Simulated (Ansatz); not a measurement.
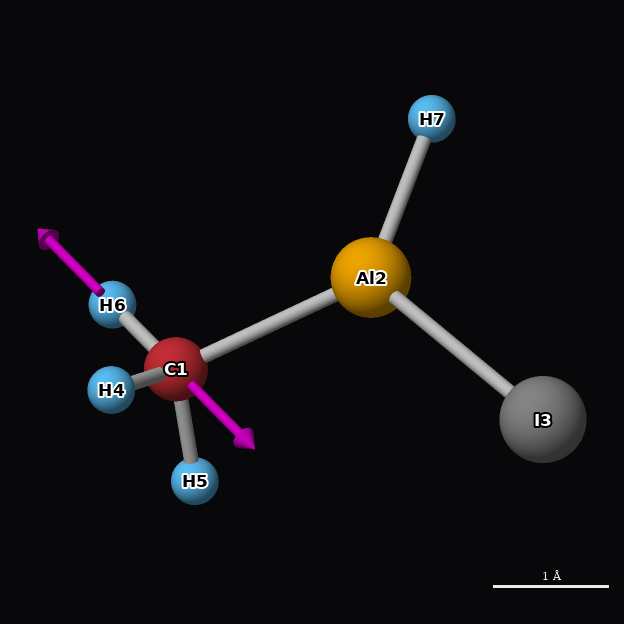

Arrows show the forces on the atoms, 0.3 Å of arrow for 1 eV/Å; forces under a tenth of the largest aren't drawn. Level of theory: PBE0-D4/def2-TZVP (Ansatz 0.2.0).

### Along which bond is the force strongest?

C1–H6, now 1.012 Å: the forces push its atoms apart, so a first step downhill lengthens it.

List the force components in the frame of the picture (x right, y up, z towards the viewer), in eV/Å.

```tsv
atom	Fx	Fy	Fz
C1	1.85	−1.88	2.08
Al2	0.00	0.00	0.00
I3	0.00	0.00	0.00
H4	0.00	0.00	0.00
H5	0.00	0.00	0.00
H6	−1.85	1.88	−2.08
H7	0.00	0.00	0.00
```
